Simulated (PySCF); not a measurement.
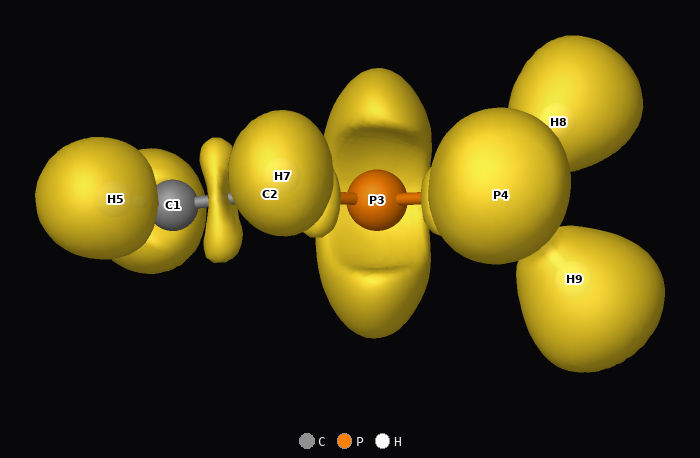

*C2H5P2 (charge −1). Isosurface of the electron localisation function at 0.85 (yellow), seen from one side. Only the valence region is drawn (cores and ρ < 0.01 e/Å³ removed).*

Geometry: GFN2-xTB, MD frame at 250 fs, 300 K.

Level of theory: PBE0/def2-SVPD, SCF density, gas phase (PySCF).

Input

```
{"job": {"kind": "uv", "xc": "PBE0", "basis": "def2-SVPD", "nstates": 5, "ntriplets": 0}, "charge": -1, "multiplicity": 1}
C     -1.762100    -0.707000     1.019800
C     -0.758900    -0.335900     0.216000
P      0.937700    -0.883700     0.515600
P      1.954800     0.248100    -0.947400
H     -2.720500    -0.372700     0.776300
H     -1.572800    -1.426000     1.769200
H     -1.010000     0.252600    -0.652300
H      2.745200    -0.827600    -1.398900
H      3.165200     0.805000    -0.189900
```

Run with:

```sh
OMP_NUM_THREADS=1 python probes_run.py task.json out
```

> Identify the bonds, lone pairs and shells in this picture.

At this value the surface marks out one region between bonded C–C atoms (shared pairs), one region between bonded C–P atoms (shared pairs), one region between bonded P–P atoms (shared pairs), five regions around hydrogen nuclei and two lobes on P, pointing away from the bonds (lone pairs). Along the contacts the grid gives the following. C–C (1.34 Å): the ELF peaks at about 0.95 between the atoms; a multiple bond. C–P (1.81 Å): the ELF peaks at about 0.95 between the atoms: localised, covalent bonding.
